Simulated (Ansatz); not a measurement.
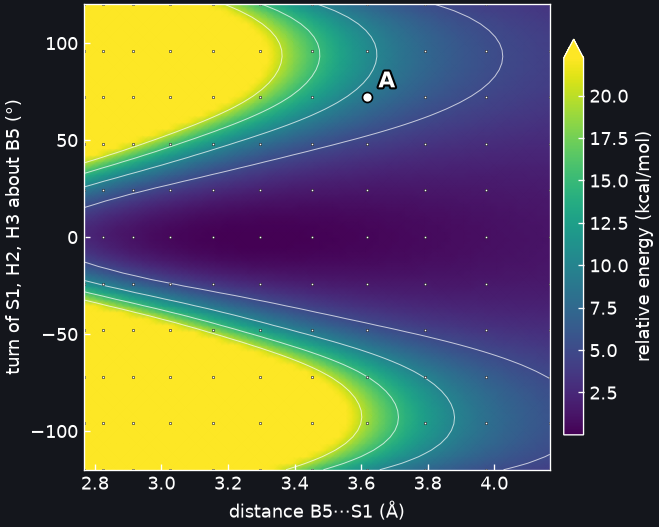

The pair H₂S···BF₃. 
- The turn is about an axis along (−0.15, 0.97, 0.17) in the frame of the relaxed pair, normal to the line between the partners.
- First axis: distance B5···S1. Second axis: turn of S1, H2, H3 about B5.
- The scan uses an 11 × 11 grid.
- Points are written as (first, second).
- All energies are given in kcal/mol relative to the lowest grid point.
- Computed with RHF/def2-SVPD in Ansatz 0.2.0.

The picture shows a smooth colour map with a few white contour lines, dots at the grid points, one colour for all values above the top of the scale, the point A. Between grid points the surface is interpolated.

Q: Is A at rest? If not, where is it pushed?

A: A, at (3.617 Å, 72°), is not a stationary point. The computed force is 19 kcal/mol for each Å towards larger values of distance B5···S1 and 0.18 kcal/mol for each degree towards smaller values of turn of S1, H2, H3 about B5.
